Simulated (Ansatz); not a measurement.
```csv
atom,x (Å),y (Å),z (Å)
Ga,-2.0598,1.8517,-4.3215
Ga,1.2315,-0.9649,-3.9264
Ga,-1.6543,-0.9214,-0.9038
Ga,1.3558,-1.2521,1.5296
Ga,1.1711,1.9917,-0.8231
Ga,-1.9025,-1.0627,4.0923
Ga,1.1810,1.9296,4.1824
P,-2.7594,0.6906,-2.2855
P,-0.2705,-2.1288,-2.4641
P,-0.1901,-2.3697,2.9548
P,-0.3152,0.3598,-5.1639
P,2.3066,0.5507,-2.4428
P,-0.0256,0.2482,0.3232
P,2.4734,0.2163,3.0293
P,-0.4371,0.4754,5.2337
H,-3.2468,1.7049,-5.3160
H,-1.3107,3.1333,-3.8657
H,2.1494,-1.8937,-4.7659
H,-2.6168,-1.8795,-0.1440
H,2.2429,-2.1536,0.6148
H,0.1687,2.8288,-1.6731
H,2.2976,2.5310,0.1102
H,-2.6195,-1.9911,5.1123
H,-2.5766,-0.2578,2.9336
H,0.4226,2.6606,3.0296
H,2.0952,2.5759,5.2602
H,-4.0444,0.1360,-2.5258
H,-3.1401,1.7003,-1.3631
H,-1.0678,-2.9965,-3.2564
H,0.4701,-3.1021,-1.7437
H,-0.8113,-3.3751,2.1672
H,0.5402,-3.2095,3.8382
H,-0.8687,-0.5530,-6.1005
H,0.4850,1.1131,-6.0629
H,3.1380,1.3410,-3.2799
H,3.3188,-0.2238,-1.8163
H,-0.7887,0.8976,1.3327
H,3.5162,0.8289,2.2860
H,3.2624,-0.5690,3.9126
H,-1.2932,1.3337,5.9736
H,0.1726,-0.1947,6.3278
```

Geometry: r2SCAN-D4/def2-SVP.

Theory: Ansatz, RKS PBE0-D4/def2-SVP.

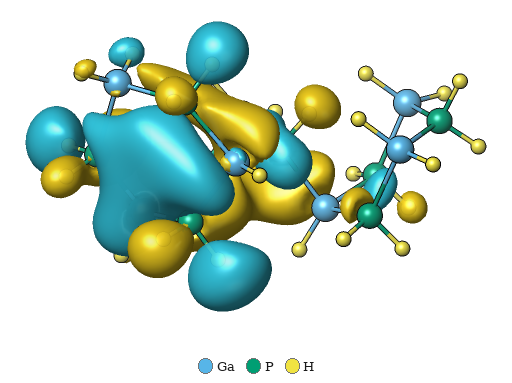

Ga7H26P8 (charge +1). The LUMO at ±0.05 Å⁻³ᐟ² (yellow and cyan are the two phases), seen from one side.

Q: Where does this orbital lie, and at what energy?

A: Its weight (Hirshfeld) is mainly on P9 (about 20 %), P11 (about 10 %), P8 (about 10 %), Ga2 (about 10 %), Ga3 (about 10 %) and H30 (about 5 %). Its energy is −3.79 eV.
